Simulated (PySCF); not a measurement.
**C2H6O2Si: density, localisation and related maps**

| atom | x (Å) | y (Å) | z (Å) |
| --- | --- | --- | --- |
| C | 1.9647 | -0.0595 | 0.1426 |
| C | 0.4853 | -0.0233 | 0.0176 |
| O | -0.2606 | -0.9728 | 0.3907 |
| O | -0.1382 | 0.9512 | -0.4909 |
| Si | -1.8547 | 0.0530 | -0.1381 |
| H | 2.3603 | 0.9553 | 0.2702 |
| H | 2.3790 | -0.4736 | -0.7902 |
| H | 2.2621 | -0.7121 | 0.9717 |
| H | -2.1835 | 0.6741 | 1.1714 |
| H | -2.4404 | 0.8619 | -1.2567 |
| H | -2.5740 | -1.2543 | -0.2882 |

Geometry: PBE0-D3(BJ)/def2-SVP.

Computed with PBE0/pcSseg-1, SCF density, gas phase, non-relativistic in PySCF.

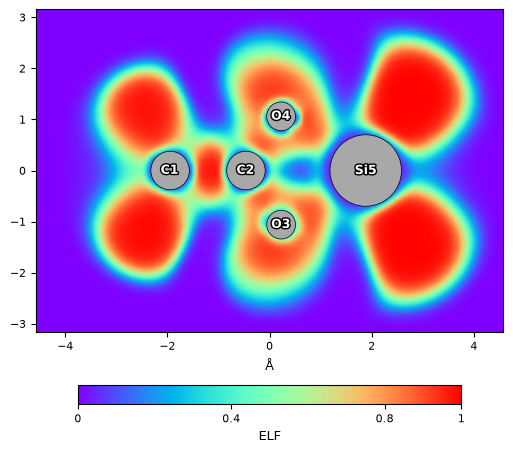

Figure 1. Electron localisation function on the plane of atoms O3, C2 and O4. Grey discs cover the atomic cores.

Read the bonding off the picture.

Answer.
- The plane passes through C, O and Si nuclei.
- C–O (1.26 Å): the ELF peaks at about 0.85 between the atoms: a polar covalent bond.
- C–C (1.49 Å): the ELF peaks at about 0.95 between the atoms, as expected for localised, covalent bonding.
- Si–O (1.97 Å): the ELF peaks at about 0.85 in the valence shell of O, 0.6 Å from its nucleus, and is about 0.65 at the midpoint.
- The ELF also peaks beside O3 and O4, away from the bonds: lone-pair regions.

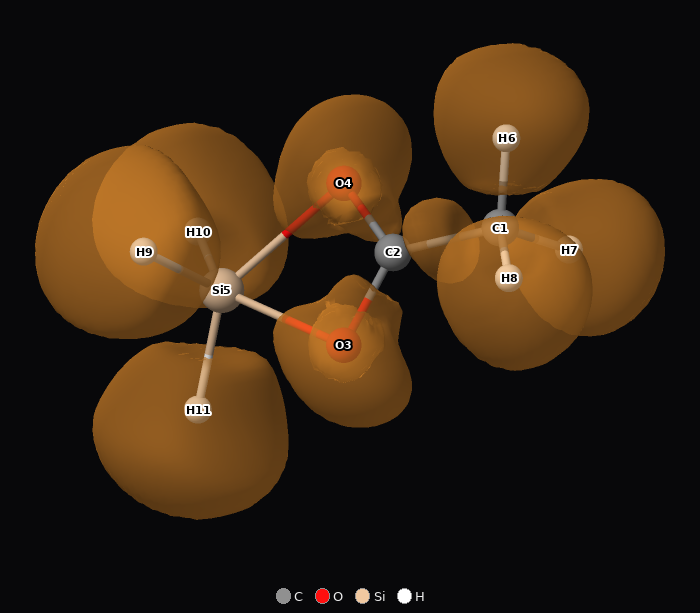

Figure 2. Isosurface of the electron localisation function at 0.75 (orange), seen at a tilt. Core shells and regions of very low density are left out.

Identify the bonds, lone pairs and shells in this picture.

Answer. At this value the surface marks out one region between bonded C–C atoms (shared pairs), six regions around hydrogen nuclei and two regions on O in which the atom's valence shell and bonds are merged.

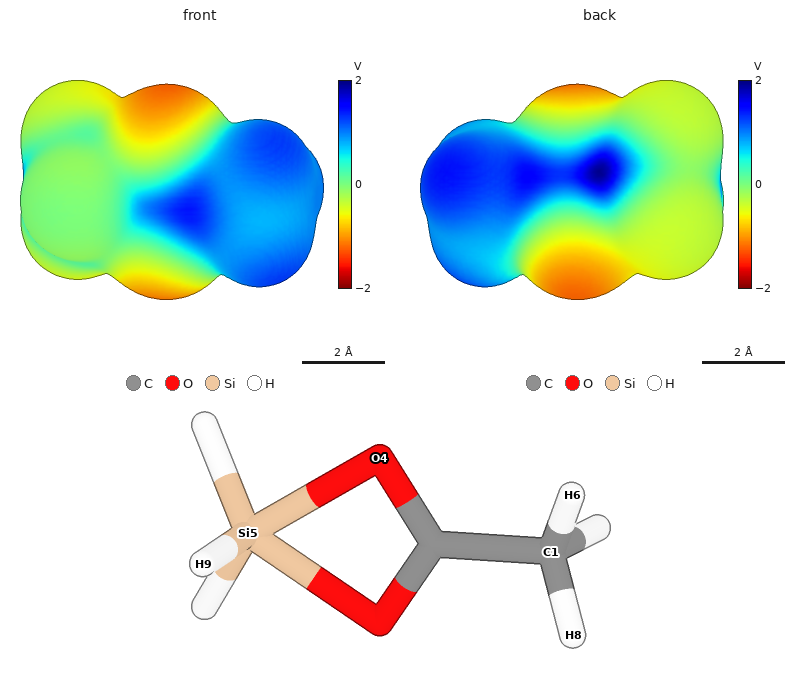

Figure 3. The electrostatic potential painted on the density surface at 0.002 e/bohr³, seen from the front and from behind; the colour scale runs from red (negative) to blue (positive). The bare structure is drawn below in the same view.

Where is the surface potential most negative and most positive?

Answer. The most negative region (about −1.2 V) lies over O3 and O4, the most positive (about +1.7 V) over Si5.

How polar is the molecule by this calculation?

Answer. Its dipole moment is 2.79 D.
